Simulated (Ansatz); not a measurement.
# C3H11NO3Ti (SMILES C[O][Ti]([NH2])([O]C)[O]C): what the fields show

Input file:

```
crystal:
  periodic: [false, false, false]
  atoms:
    - {symbol: C, position_ang: [-1.427780, -1.534405, 2.112549]}
    - {symbol: O, position_ang: [-1.411892, -0.912327, 0.871014]}
    - {symbol: Ti, position_ang: [-0.497996, 0.047083, -0.332138]}
    - {symbol: N, position_ang: [-1.665885, 1.305434, -1.124745]}
    - {symbol: O, position_ang: [0.805669, 0.905906, 0.547651]}
    - {symbol: C, position_ang: [1.310926, 2.156063, 0.887229]}
    - {symbol: O, position_ang: [0.276983, -0.917666, -1.625188]}
    - {symbol: C, position_ang: [1.423837, -1.539800, -2.100824]}
    - {symbol: H, position_ang: [-2.396322, -1.375131, 2.599268]}
    - {symbol: H, position_ang: [-0.643383, -1.134807, 2.766588]}
    - {symbol: H, position_ang: [-1.273431, -2.614132, 2.006068]}
    - {symbol: H, position_ang: [-1.600298, 1.624176, -2.080704]}
    - {symbol: H, position_ang: [-2.528270, 1.626625, -0.708929]}
    - {symbol: H, position_ang: [2.332997, 2.268076, 0.508066]}
    - {symbol: H, position_ang: [0.694487, 2.959643, 0.467767]}
    - {symbol: H, position_ang: [1.337975, 2.271351, 1.976691]}
    - {symbol: H, position_ang: [2.322278, -1.141197, -1.614326]}
    - {symbol: H, position_ang: [1.516778, -1.379564, -3.180644]}
    - {symbol: H, position_ang: [1.381526, -2.619628, -1.918892]}
basis:
  gaussian: {orbitals: def2-TZVPP}
hamiltonian: {xc: pbe0, dispersion: d4}
output: {orbitals: {seedname: orbitals}}
```

Run with:

```sh
ansatz run in.yaml --threads 4 --pin off --events-out ev --progress --plain --max-ram 66560MiB --backend cuda --devices 0, --max-vram 37GiB
```

Geometry: PBE0-D4/def2-TZVP.

All numbers below come from RKS PBE0-D4/def2-TZVPP in Ansatz 0.2.0.

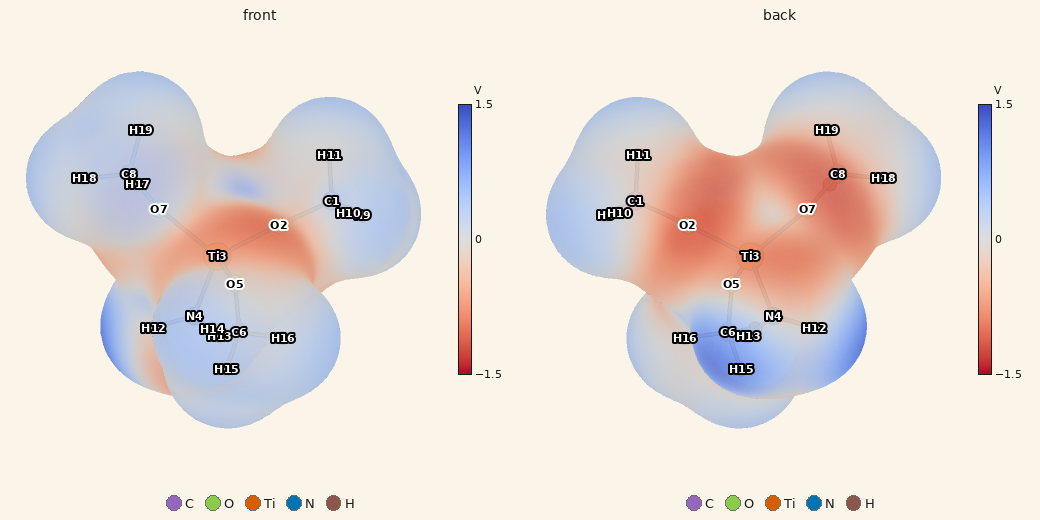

Figure 1. The molecular electrostatic potential painted on the density surface at 0.001 e/bohr³, seen from the front and from behind; the colour scale runs from red (negative) to blue (positive).

Describe the electrostatic potential map.

The most negative region (about −1.1 V) lies over O2 and O7, the most positive (about +1.0 V) over H12 and H13.

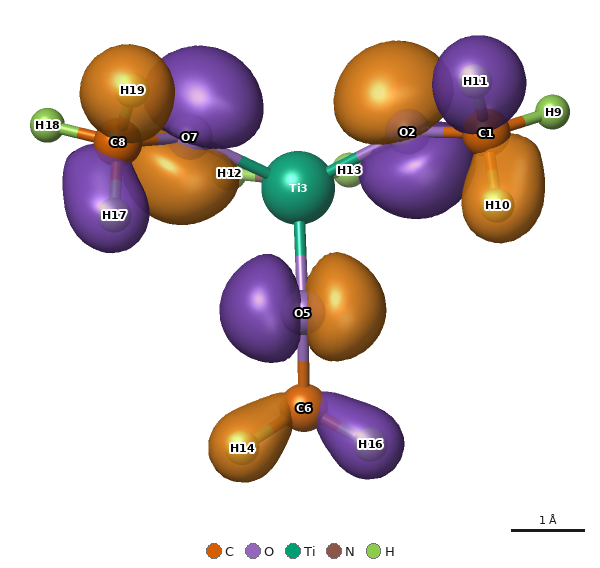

Figure 2. The HOMO−1 at ±0.1 Å⁻³ᐟ² (orange and purple are the two phases), seen at a tilt.

What is the character of this orbital?

It lies mainly on O2 (about 25 %), O7 (about 25 %) and O5 (about 15 %). Its energy is −7.52 eV.

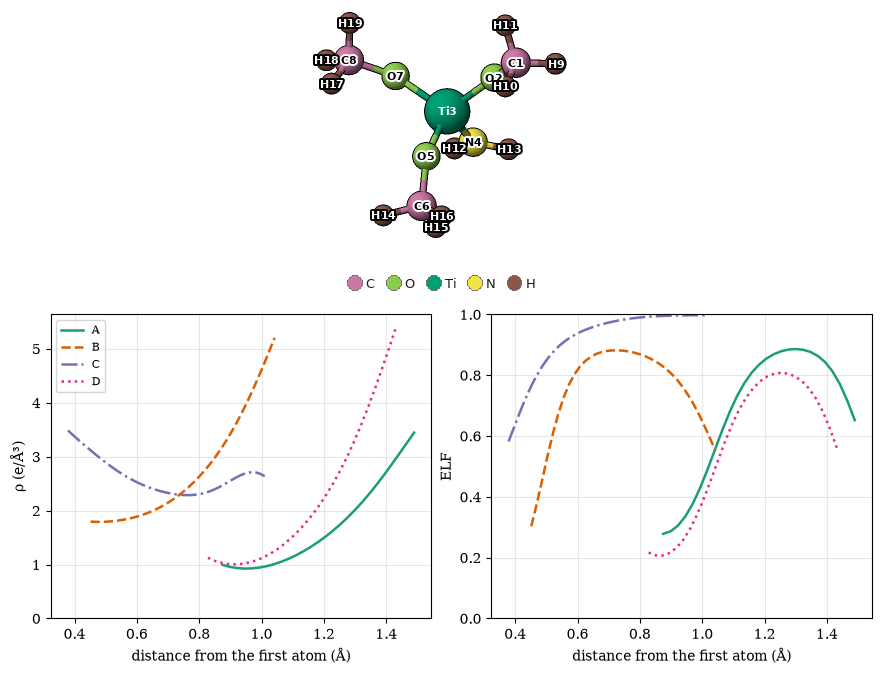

Figure 3. Total electron density and electron localisation function along straight lines between neighbouring atoms. The curves leave out the atomic cores. The structure is drawn too.

Which curve belongs to which contact (C–O, N–H, Ti–N and Ti–O)? The first atom named is at distance zero.

Curve A: Ti–N (1.89 Å): ρ at the midpoint is about 0.93 e/Å³; the ELF peaks at about 0.90 in the valence shell of N, 0.6 Å from its nucleus, and is about 0.35 at the midpoint. Curve B: C–O (1.39 Å): ρ at the midpoint is about 2.1 e/Å³, with its minimum of 1.8 e/Å³ about 0.5 Å from C; the ELF peaks at about 0.90 between the atoms (a shared but strongly polarised pair). Curve C: N–H (1.01 Å): ρ at the midpoint is about 2.9 e/Å³; the ELF climbs to about 1 towards the hydrogen, as it does in any bond to H (an ordinary covalent bond to hydrogen). Curve D: Ti–O (1.79 Å): ρ is about 1 e/Å³ halfway; the ELF peaks at about 0.80 in the valence shell of O, 0.5 Å from its nucleus, and drops to about 0.20 between the two atoms.

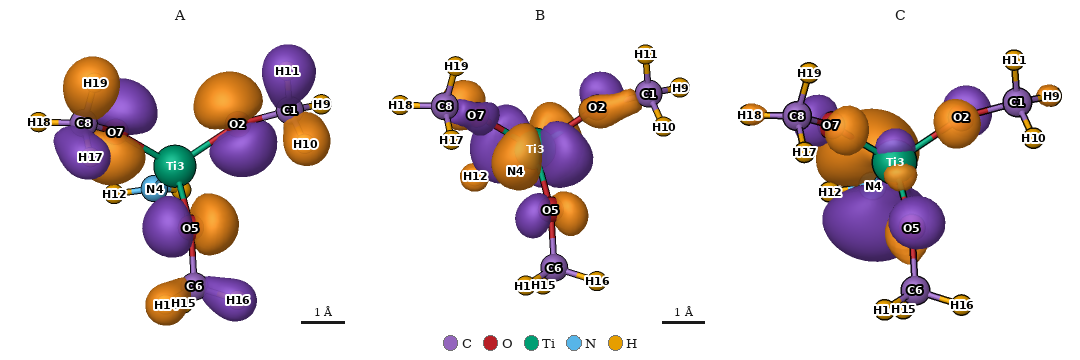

Figure 4. Three frontier orbitals at ±0.1 Å⁻³ᐟ² (orange and purple are the two phases), in no order.

Which picture is the HOMO−1, the HOMO and the LUMO?

A is the HOMO−1 (−7.52 eV). By Hirshfeld shares it lies mainly on O2 (about 25 %), O7 (about 25 %) and O5 (about 15 %). C is the HOMO (−7.04 eV). It lies mainly on N4 (about 60 %) and Ti3 (about 10 %). B is the LUMO (−0.67 eV). It lies mainly on Ti3 (about 70 %).

What is the HOMO–LUMO gap?

6.37 eV between the orbital energies.
